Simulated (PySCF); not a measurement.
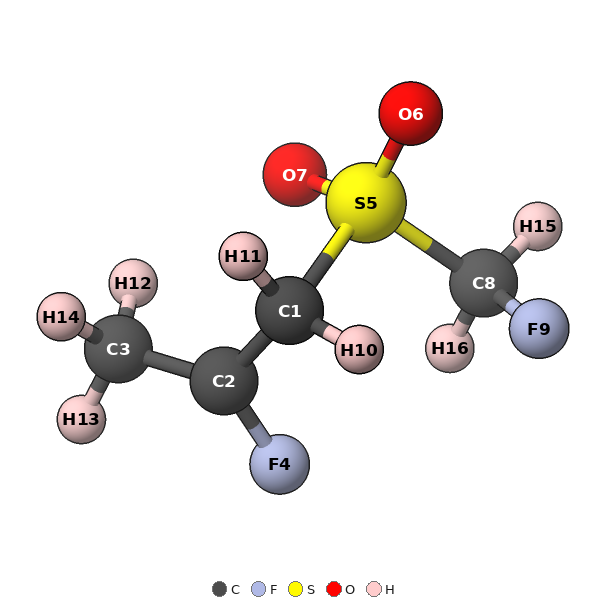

State: neutral, doublet. Computed geometry: GFN2-xTB optimisation. No frequency run is at hand to confirm it as a minimum. Level of theory: UKS B3LYP, pcH-1 on C F H O S, non-relativistic (PySCF 2.14.0). Fermi-contact and spin-dipolar terms alone, no spin-orbit part.

**Which nucleus has the largest dipolar (anisotropic) hyperfine coupling?**

19F at F4: principal values −215.8, −180.5, 396.3 MHz.

List the isotropic and dipolar parts for the most strongly coupled nuclei, one of each equivalent set.

```csv
atom,isotope,a_iso (MHz),dipolar part (MHz)
F4,19F,133.0,"−215.8, −180.5, 396.3"
C2,13C,135.4,"−74.5, −72.7, 147.3"
S5,33S,126.3,"−12.6, −11.8, 24.4"
O6,17O,−4.7,"−22.4, 10.7, 11.7"
F9,19F,1.7,"−8.4, −4.5, 12.8"
O7,17O,−2.8,"−10.6, 4.9, 5.7"
C1,13C,−11.1,"−9.5, 2.2, 7.3"
H14,1H,38.3,"−4.6, −4.2, 8.8"
```
